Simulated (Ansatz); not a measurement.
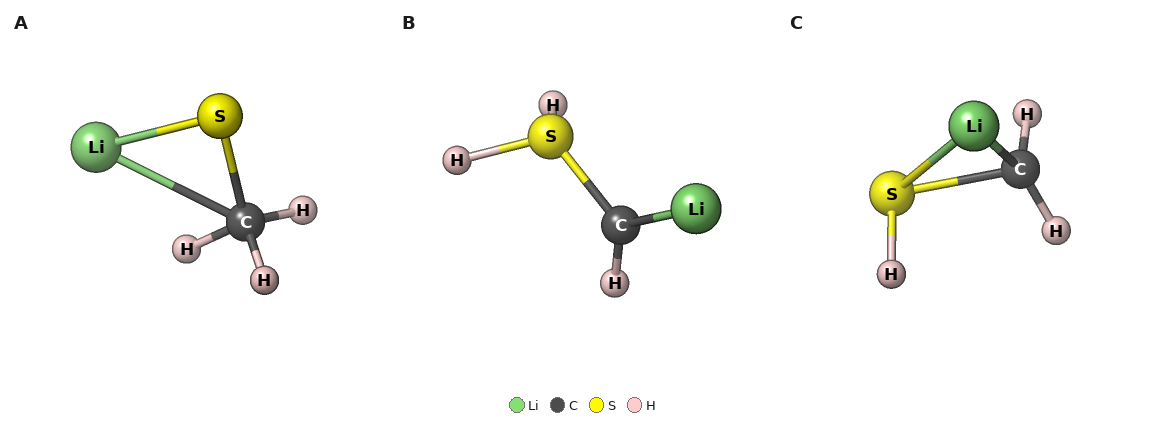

3 stationary structures of one formula. Geometries: PBE0-D4/def2-TZVP. Electronic energies: RHF-CCSD(T) (frozen core)/def2-TZVPP (Ansatz 0.2.0), without zero-point energy. No frequency run is at hand to confirm each as a minimum.

Rank them by energy, lowest first.

A is lowest (Cs); C lies 1.285 eV above it (C1), B lies 3.930 eV above it (Cs).
